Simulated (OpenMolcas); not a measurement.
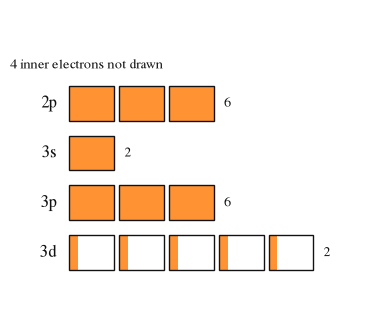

Fig. 1: The outer shells of the leading configuration of the lowest level: a box for each of the 2l + 1 orbitals, shaded by the share of the shell that is filled, with the electron count at the right.

## V³⁺ complex: multiconfigurational calculation

System: V³⁺ with 6 ligands (F; octahedron, 1.94 Å), embedded in Cs2NaYF6 by model potentials and point charges, whose field is part of the energies.
Method: state-averaged CASSCF, active space 2 electrons in the shell 3d, basis ANO-RCC-VDZP on the metal and ANO-RCC-VDZP on the ligands, DKH2 scalar Hamiltonian, spin-orbit coupling by RASSI with atomic mean-field integrals (OpenMolcas).

**Input**
```
&GATEWAY
Basis set
V.ANO-RCC-VDZP.
V1 0.0 0.0 0.0 Angstrom
End of basis
Basis set
F.ANO-RCC-VDZP.
L1 1.940000 0.000000 0.000000 Angstrom
L2 0.000000 1.940000 0.000000 Angstrom
L3 0.000000 0.000000 1.940000 Angstrom
End of basis
Basis set
Na.EMB-AIMP.Ruiperez.7s4p.1s1p.ECP.Cs2NaYF6.
PseudoCharge
* 3 symmetry-unique lattice sites within 7.6 angstrom
End of basis
Basis set
Cs.EMB-AIMP.Ruiperez.0s.0s.ECP.Cs2NaYF6.
PseudoCharge
* 16 symmetry-unique lattice sites within 7.6 angstrom
End of basis
Basis set
F.EMB-AIMP.Ruiperez.0s.0s.ECP.Cs2NaYF6.
PseudoCharge
* 27 symmetry-unique lattice sites within 7.6 angstrom
End of basis
Basis set
Y.EMB-AIMP.Ruiperez.0s.0s.ECP.Cs2NaYF6.
PseudoCharge
* 6 symmetry-unique lattice sites within 7.6 angstrom
End of basis
Symmetry
XYZ
AngMom=0.0 0.0 0.0
AMFI
RICD
XField
1537 Angstrom 0
* Evjen-weighted lattice charges
&SEWARD
&RASSCF
FileOrb=start.orb
Symmetry=1
Spin=3
nActEl=2 0 0
Inactive=18 21
Ras2=5 0
CIRoot=10 10 1
SDav=10
CIMx=300
Iter=150 100
PrWF=0.3
OrbListing=Nothing
MaxOrb=0
LevShft=1.0
>>> COPY $Project.JobIph JOB001
&RASSCF
FileOrb=start.orb
Symmetry=1
Spin=1
nActEl=2 0 0
Inactive=18 21
Ras2=5 0
CIRoot=15 15 1
SDav=15
CIMx=300
Iter=150 100
PrWF=0.3
OrbListing=Nothing
MaxOrb=0
LevShft=1.0
>>> COPY $Project.JobIph JOB002
&RASSI
NrOfJobIphs=2 10 15
1 2 3 4 5 6 7 8 9 10
1 2 3 4 5 6 7 8 9 10 11 12 13 14 15
IphNames
JOB001
JOB002
EJob
SpinOrbit
DIPRint=1.0
SOCoupling=1000.0
Subsets=2
Property=9
'ANGMOM' 1 'ANGMOM' 2 'ANGMOM' 3 'MLTPL  1' 1 'MLTPL  1' 2 'MLTPL  1' 3
'AMFI' 1 'AMFI' 2 'AMFI' 3
SOProperty=3
'ANGMOM' 1 'ANGMOM' 2 'ANGMOM' 3
```

The file start.orb holds starting orbitals from an earlier step. A driver script formed the levels outside the program, from RASSI's spin-orbit matrix and the active-space energies, averaged over the components of each term or state.

Command:
```bash
OMP_NUM_THREADS=1 MOLCAS_MEM=2457 MOLCAS_PROJECT=a pymolcas a.inp > a.log  # once for each step of the input, in one work folder
```

**Log (extracts)**
```
--- SEWARD ---
Basis set label: V.ANO-RCC...5S4P2D1F.

      Electronic valence basis set:
      ------------------
      Associated Effective Charge  23.000000 au
      Associated Actual Charge     23.000000 au
      Nuclear Model: Point charge

      Shell  nPrim  nBasis  Cartesian Spherical Contaminant
         s      21       5        X
         p      15       4        X
         d      10       2                 X
         f       6       1                 X
                  Relativistic Douglas-Kroll-Hess integrals:
                    - DKH order of Hamiltonian: 2
                    - DKH order of Properties : 0
                  Atomic mean-field integrals
--- RASSCF ---
Wave function specifications:
      -----------------------------

      Number of closed shell electrons          78
      Number of electrons in active shells       2
      Max number of holes in RAS1 space          0
      Max nr of electrons in RAS3 space          0
      Number of inactive orbitals               39
      Number of active orbitals                  5
      Number of secondary orbitals              98
      Spin quantum number                      1.0
      State symmetry                             1
Orbital specifications:
      -----------------------

      Symmetry species                           1   2
                                                ag  au
      Frozen orbitals                            0   0
      Inactive orbitals                         18  21
      Active orbitals                            5   0
      RAS1 orbitals                              0   0
      RAS2 orbitals                              5   0
      RAS3 orbitals                              0   0
      Secondary orbitals                        46  52
      Deleted orbitals                           0   0
      Number of basis functions                 69  73
      Number of CSFs                            10
      Number of root(s) required                10
      Iter CI   SX   CI       RASSCF       Energy    max ROT     max BLB   max BLB  Level Ln srch  Step   QN
          iter iter root      energy       change     param      element    value   shift minimum  type update
 Nr of preliminary CI iterations:   1
      Total energies have been shifted. Add                -1000.00 au
        1   1   10    0  -545.76433211    0.00E+00  -1.16E-01*  14  45 2 -3.12E-01*  0.82   0.00    SX    NO
        2   1   10    0  -546.58612703   -8.22E-01* -6.31E-02   18  21 1  1.26E-01*  0.57   0.00    SX    NO
        3   1   10    0  -546.66762305   -8.15E-02* -2.10E-02    4  32 2  4.71E-02*  0.67   0.00    SX    NO
        4   1    9    0  -546.67898394   -1.14E-02* -1.20E-02   18  21 1  2.70E-02*  0.68   0.00    SX    NO
        5   1    9    0  -546.68160209   -2.62E-03* -1.09E-02   18  21 1  1.34E-02*  0.68   1.95    LS   YES
        6   1    9    0  -546.68242660   -8.25E-04*  3.49E-03   11  38 2  2.91E-03*  0.69   1.05    QN   YES
        7   1    8    0  -546.68253266   -1.06E-04* -1.04E-03    5  33 2 -2.01E-03*  0.69   1.09    QN   YES
        8   1    7    0  -546.68254511   -1.24E-05* -2.67E-04    6  34 2 -5.04E-04*  0.69   1.39    QN   YES
        9   1    6    0  -546.68254706   -1.95E-06* -1.04E-04   13  20 1  1.45E-04*  0.69   1.17    QN   YES
       10   1    6    0  -546.68254731   -2.53E-07* -6.14E-05    6  34 2  1.12E-04*  0.69   1.59    LS   YES
       11   1    6    0  -546.68254735   -3.61E-08*  4.12E-05    4  32 2  1.05E-04*  0.69   0.92    QN   YES
       12   1    5    0  -546.68254738   -2.94E-08*  1.37E-05   18  27 1  2.05E-05   0.69   1.36    QN   YES
       13   1    4    0  -546.68254738   -3.15E-09  -1.99E-06    9  22 2  5.45E-06   0.69   1.09    QN   YES
      Convergence after 13 iterations
       14   1    4    0  -546.68254738   -1.76E-10  -1.99E-06    9  22 2  2.76E-06   0.69   1.09    QN   YES
      Natural orbitals and occupation numbers for root  1
      sym 1:   0.049005   0.950995  -0.000000   0.950995   0.049005
      Natural orbitals and occupation numbers for root  2
      sym 1:   0.950995   0.950995   0.049005   0.049005  -0.000000
      Natural orbitals and occupation numbers for root  3
      sym 1:   0.950988   0.049012  -0.000000   0.950988   0.049012
::    RASSCF root number  1 Total energy:  -1546.75339384
::    RASSCF root number  2 Total energy:  -1546.75339384
::    RASSCF root number  3 Total energy:  -1546.75339384
::    RASSCF root number  4 Total energy:  -1546.68868117
::    RASSCF root number  5 Total energy:  -1546.68868117
::    RASSCF root number  6 Total energy:  -1546.68868117
::    RASSCF root number  7 Total energy:  -1546.62760632
::    RASSCF root number  8 Total energy:  -1546.62760632
::    RASSCF root number  9 Total energy:  -1546.62760632
::    RASSCF root number 10 Total energy:  -1546.61642978
--- RASSCF ---
Wave function specifications:
      -----------------------------

      Number of closed shell electrons          78
      Number of electrons in active shells       2
      Max number of holes in RAS1 space          0
      Max nr of electrons in RAS3 space          0
      Number of inactive orbitals               39
      Number of active orbitals                  5
      Number of secondary orbitals              98
      Spin quantum number                      0.0
      State symmetry                             1
Orbital specifications:
      -----------------------

      Symmetry species                           1   2
                                                ag  au
      Frozen orbitals                            0   0
      Inactive orbitals                         18  21
      Active orbitals                            5   0
      RAS1 orbitals                              0   0
      RAS2 orbitals                              5   0
      RAS3 orbitals                              0   0
      Secondary orbitals                        46  52
      Deleted orbitals                           0   0
      Number of basis functions                 69  73
      Number of CSFs                            15
      Number of root(s) required                15
      Iter CI   SX   CI       RASSCF       Energy    max ROT     max BLB   max BLB  Level Ln srch  Step   QN
          iter iter root      energy       change     param      element    value   shift minimum  type update
 Nr of preliminary CI iterations:   1
      Total energies have been shifted. Add                -1000.00 au
        1   1    9    0  -546.61600123    0.00E+00  -1.12E-02   22  28 1 -7.11E-03*  0.68   0.00    SX    NO
        2   1    9    0  -546.61666723   -6.66E-04*  3.37E-03    7  34 2 -4.61E-03*  0.68   0.00    SX    NO
        3   1    8    0  -546.61678847   -1.21E-04*  1.68E-03   11  21 1  1.86E-03*  0.68   0.00    SX    NO
        4   1    8    0  -546.61681641   -2.79E-05*  7.29E-04   11  21 1  1.07E-03*  0.68   0.00    SX    NO
        5   1    7    0  -546.61682358   -7.17E-06*  7.14E-04   11  21 1  5.81E-04*  0.68   1.98    LS   YES
        6   1    6    0  -546.61682615   -2.57E-06* -7.21E-05    7  34 2  2.05E-04*  0.68   1.08    QN   YES
        7   1    6    0  -546.61682626   -1.11E-07* -3.50E-05    8  33 2  5.22E-05   0.68   1.49    LS   YES
        8   1    6    0  -546.61682627   -1.11E-08*  4.73E-05   10  24 1 -2.74E-05   0.68   0.92    QN   YES
        9   1    5    0  -546.61682629   -1.12E-08* -9.70E-06   10  24 1 -1.70E-05   0.68   1.20    QN   YES
       10   1    4    0  -546.61682629   -1.13E-09  -3.15E-06   10  24 1 -5.71E-06   0.68   1.19    QN   YES
      Convergence after 10 iterations
       11   1    4    0  -546.61682629   -1.14E-10  -3.15E-06   14  22 1  1.30E-06   0.68   1.19    QN   YES
      Natural orbitals and occupation numbers for root  1
      sym 1:   0.044519   0.955524   0.044544   0.955412   0.000000
      Natural orbitals and occupation numbers for root  2
      sym 1:   0.955383   0.044543   0.044500   0.955574   0.000000
      Natural orbitals and occupation numbers for root  3
      sym 1:   0.954991   0.955981   0.000000   0.044403   0.044625
::    RASSCF root number  1 Total energy:  -1546.68975774
::    RASSCF root number  2 Total energy:  -1546.68975774
::    RASSCF root number  3 Total energy:  -1546.68975774
::    RASSCF root number  4 Total energy:  -1546.68825761
::    RASSCF root number  5 Total energy:  -1546.68825761
::    RASSCF root number  6 Total energy:  -1546.62293864
::    RASSCF root number  7 Total energy:  -1546.61562569
::    RASSCF root number  8 Total energy:  -1546.61562569
::    RASSCF root number  9 Total energy:  -1546.61562569
::    RASSCF root number 10 Total energy:  -1546.60090674
::    RASSCF root number 11 Total energy:  -1546.60090674
::    RASSCF root number 12 Total energy:  -1546.60090674
::    RASSCF root number 13 Total energy:  -1546.54297529
::    RASSCF root number 14 Total energy:  -1546.54297529
::    RASSCF root number 15 Total energy:  -1546.44811933
--- RASSI ---
SPIN-FREE ENERGIES:
  (Shifted by EMIN (a.u.) =      -1546.7533938429)

 SF State       Relative EMIN(au)   Rel lowest level(eV)    D:o, cm**(-1)

     1             0.0000000000        0.0000000000              0.0000
     2             0.0000000000        0.0000000000              0.0000
     3             0.0000000000        0.0000000000              0.0000
    11             0.0636361005        1.7316265097          13966.5097
    12             0.0636361005        1.7316265097          13966.5097
    13             0.0636361005        1.7316265097          13966.5097
     4             0.0647126698        1.7609214531          14202.7893
     5             0.0647126698        1.7609214531          14202.7893
     6             0.0647126698        1.7609214531          14202.7893
    14             0.0651362295        1.7724470983          14295.7499
    15             0.0651362295        1.7724470983          14295.7499
     8             0.1257875193        3.4228527723          27607.1694
     9             0.1257875193        3.4228527723          27607.1694
     7             0.1257875193        3.4228527723          27607.1694
    16             0.1304552024        3.5498668997          28631.6075
    10             0.1369640654        3.7269820854          30060.1378
    17             0.1377681490        3.7488623159          30236.6137
    18             0.1377681490        3.7488623159          30236.6137
    19             0.1377681490        3.7488623159          30236.6137
    20             0.1524871063        4.1493855473          33467.0514
    21             0.1524871063        4.1493855473          33467.0514
    22             0.1524871069        4.1493855635          33467.0516
    23             0.2104185504        5.7257804472          46181.5338
    24             0.2104185504        5.7257804472          46181.5338
    25             0.3052745145        8.3069427256          67000.0115
     Dipole printing threshold changed to   1.00000000E+00
Eigenvalues of complex Hamiltonian:
   -----------------------------------
  (Shifted by EMIN (a.u.) =      -1546.7533938429)

 SO State       Relative EMIN(au)   Rel lowest level(eV)    D:o, cm**(-1)

     1            -0.0006667898        0.0000000000              0.0000
     2            -0.0006667898        0.0000000000              0.0000
     3            -0.0006439901        0.0006204112              5.0040
     4            -0.0006439901        0.0006204112              5.0040
     5            -0.0006439901        0.0006204112              5.0040
     6             0.0006058982        0.0346316061            279.3227
     7             0.0006058982        0.0346316061            279.3227
     8             0.0006058982        0.0346316061            279.3227
     9             0.0012304919        0.0516276644            416.4052
    10             0.0628647446        1.7287811229          13943.5601
    11             0.0628647446        1.7287811230          13943.5601
    12             0.0628647446        1.7287811229          13943.5601
    13             0.0642515654        1.7665184372          14247.9321
    14             0.0649162092        1.7846043166          14393.8045
    15             0.0649162092        1.7846043166          14393.8045
    16             0.0649498523        1.7855197924          14401.1883
    17             0.0649498523        1.7855197924          14401.1883
    18             0.0649498523        1.7855197924          14401.1883
    19             0.0651762080        1.7916792439          14450.8677
    20             0.0651762080        1.7916792439          14450.8677
    21             0.0652354833        1.7932922093          14463.8771
    22             0.0652354833        1.7932922093          14463.8771
    23             0.0652354833        1.7932922092          14463.8771
    24             0.1248738030        3.4161335596          27552.9753
    25             0.1253977490        3.4303908582          27667.9682
    26             0.1253977490        3.4303908583          27667.9682
    27             0.1253977490        3.4303908582          27667.9682
    28             0.1261595517        3.4511205662          27835.1646
    29             0.1261595517        3.4511205662          27835.1646
    30             0.1261595517        3.4511205663          27835.1646
    31             0.1261924772        3.4520165133          27842.3909
    32             0.1261924772        3.4520165133          27842.3909
    33             0.1305784165        3.5713640020          28804.9933
    34             0.1364486019        3.7310998842          30093.3501
    35             0.1364486019        3.7310998842          30093.3501
    36             0.1364486019        3.7310998842          30093.3501
    37             0.1383430081        3.7826493024          30509.1241
    38             0.1383430081        3.7826493024          30509.1241
    39             0.1383430081        3.7826493023          30509.1241
    40             0.1524949003        4.1677419074          33615.1055
    41             0.1524949003        4.1677419074          33615.1055
Weights of the five most important spin-orbit-free states for each spin-orbit state.

 SO State  Total energy (au)           Spin-free states, spin, and weights
 -------------------------------------------------------------------------------------------------------
    1        -0.000667       3 1.0  0.6658    2 1.0  0.1805    1 1.0  0.1530    4 1.0  0.0003    5 1.0  0.0002
    2        -0.000667       1 1.0  0.5132    2 1.0  0.4857    3 1.0  0.0004    6 1.0  0.0003   15 0.0  0.0002
    3        -0.000644       2 1.0  0.4998    3 1.0  0.4960    1 1.0  0.0039   11 0.0  0.0001    5 1.0  0.0001
    4        -0.000644       1 1.0  0.4971    2 1.0  0.3208    3 1.0  0.1818    4 1.0  0.0001   12 0.0  0.0001
    5        -0.000644       1 1.0  0.4986    3 1.0  0.3220    2 1.0  0.1791    4 1.0  0.0001   13 0.0  0.0001
    6         0.000606       3 1.0  0.4923    2 1.0  0.4884    1 1.0  0.0191    6 1.0  0.0001    5 1.0  0.0001
    7         0.000606       3 1.0  0.4992    1 1.0  0.4889    2 1.0  0.0117    6 1.0  0.0001    4 1.0  0.0001
    8         0.000606       2 1.0  0.4997    1 1.0  0.4918    3 1.0  0.0083    5 1.0  0.0001    4 1.0  0.0001
    9         0.001230       2 1.0  0.3333    3 1.0  0.3333    1 1.0  0.3333   16 0.0  0.0001    9 1.0  0.0000
   10         0.062865      13 0.0  0.6768    4 1.0  0.1613    6 1.0  0.1612   10 1.0  0.0001    1 1.0  0.0001
   11         0.062865      12 0.0  0.6768    4 1.0  0.1613    5 1.0  0.1612   10 1.0  0.0001    1 1.0  0.0001
   12         0.062865      11 0.0  0.6769    6 1.0  0.1613    5 1.0  0.1613   10 1.0  0.0001    3 1.0  0.0001
```

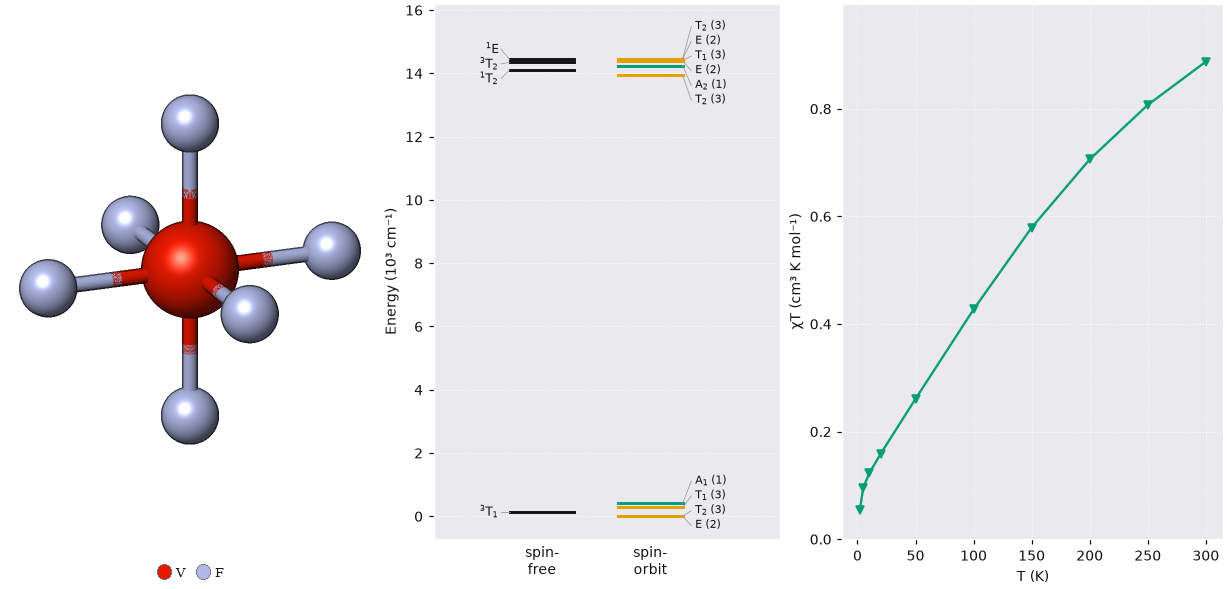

Fig. 2: V³⁺ (3d²) as a dopant in Cs₂NaYF₆, a cluster with its 6 nearest F⁻ at 1.940 Å (octahedron) embedded in model potentials and point charges; the geometry was set, not optimised, and its levels and susceptibility. Labels give the representation in O, Td, D4 or D3 as the site allows (double group for half-integer spin) where it could be assigned and, in brackets, the degeneracy; spin-free states, where drawn, share the zero of the spin-orbit levels. Powder susceptibility by Van Vleck's formula. The ground level is E, doubly degenerate, 100 % from states of spin multiplicity 3. Its principal g values are all close to zero. The next level lies at 5.0 cm⁻¹ (T₂). The lowest spin-free state is ³T₁; of the same spin there follows at 14,200 cm⁻¹ (³T₂) above it. A ligand-field fit to the spin-free states gives |10Dq| = 15,800 cm⁻¹, B = 1,000 and C = 3,640 cm⁻¹ (rms misfit 30 cm⁻¹). χT is 0.0540 cm³ K mol⁻¹ at 2 K and 0.888 at 300 K, an effective moment of 2.66 μB. The active orbitals hold 89 to 96 % metal character (Löwdin), and the Mulliken charge of the metal is +2.28.

**Results in brief**

```tsv
quantity	value
outcome	converged
energy of the lowest spin-free term	−1546.75339 hartree
energy of the lowest spin-orbit level	−1546.75406 hartree
largest spread among components of a term	0.0 cm⁻¹
hardware	1 thread of Arm Neoverse V2, 24 GiB of memory available, shared host
wall time	13 s
peak memory	0.18 GiB
```

**Notes**

Without dynamic correlation the splittings between terms come out too large, often by 20 to 50 %. Caveats: the geometry is set by hand, with no relaxation.
